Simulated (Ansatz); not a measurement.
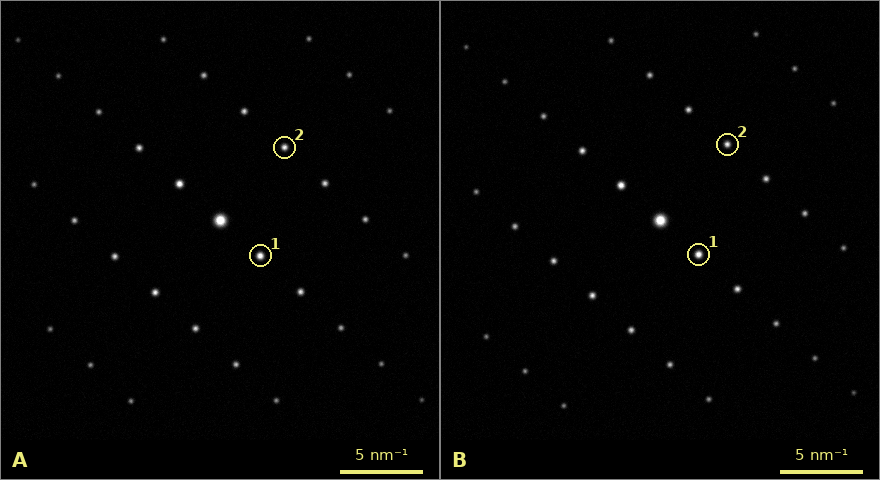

Kinematic electron diffraction patterns (120 kV, B = 0.5 Å², same scale) along [1-10] of the run's own cell, for the start and the end of one relaxation of HgH with DFT PBE, scalar-relativistic, plane waves, PAW (Ansatz). k mesh 18×18×18. The start is a generated model structure, and the relaxation ends in the nearest stationary point of its symmetry, not necessarily the ground state. Spot 1 is 0 0 -1 and spot 2 is 1 1 0 in both.

Start structure:

```yaml
crystal:
  lattice:
    - [3.21722, 0.00000, 0.00000]
    - [-1.60861, 2.78620, 0.00000]
    - [0.00000, 0.00000, 3.13791]
  atoms:
    - { symbol: Hg, position: [0.00000, 0.00000, 0.00000] }
    - { symbol: H, position: [0.66667, 0.33333, 0.50000] }
```

### Which pattern belongs to the start structure, and which to the relaxed one?

B is the start: its cell gives d(1) = 3.138 Å, d(2) = 1.609 Å and an angle of 90.0°. A is the relaxed structure, with d(1) = 3.013 Å (-4.0 %), d(2) = 1.677 Å (+4.2 %) and 90.0°.

### What did the relaxation do to the structure and the energy?

The volume changed by +4.3 % to 14.67 Å³ an atom; the fractional coordinates hardly changed; the space group stayed P-6m2 (No. 187); the free energy fell by 9.7 meV an atom. Relaxed cell: a = 3.353 Å, b = 3.353 Å, c = 3.013 Å, α = 90.00°, β = 90.00°, γ = 120.00°.
